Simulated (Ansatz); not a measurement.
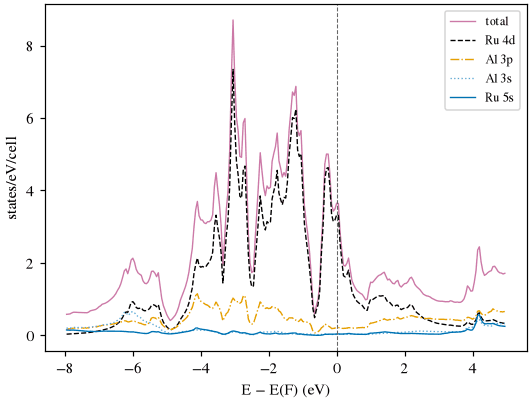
Fig. 1. Total and projected density of states of AlRu in space group Cmcm (No. 63; Al on 4c, Ru on 4c), plane-wave PAW PBEsol (Ansatz code)

Question: Which orbitals carry the states next to the Fermi level?

Answer: Within 0.5 eV of the Fermi level: Ru 4d 89 %, Al 3p 7 %. Projections are on Löwdin-orthogonalised atomic valence shells; empty p or d shells of many metals are not among them.

Question: Where is the tallest occupied peak in this window, and what makes it?

Answer: Near -3.0 eV, about 8.7 states/eV per cell; the largest projected share is Ru 4d.

The start of the workflow was typed in or built on a structure type; neither database checked (COD, Materials Project) lists it. COD files the formula under space group No. 221, so this cell is another polymorph or a model. Whether it is the stable phase at ambient conditions was not checked. Symmetry was held in the PBEsol relaxation; of distortions, only those at the zone centre were tested. The run is not spin-polarised. Spin–orbit coupling is left out wherever it is not named.

Potentials: the later of the program's two PAW sets.
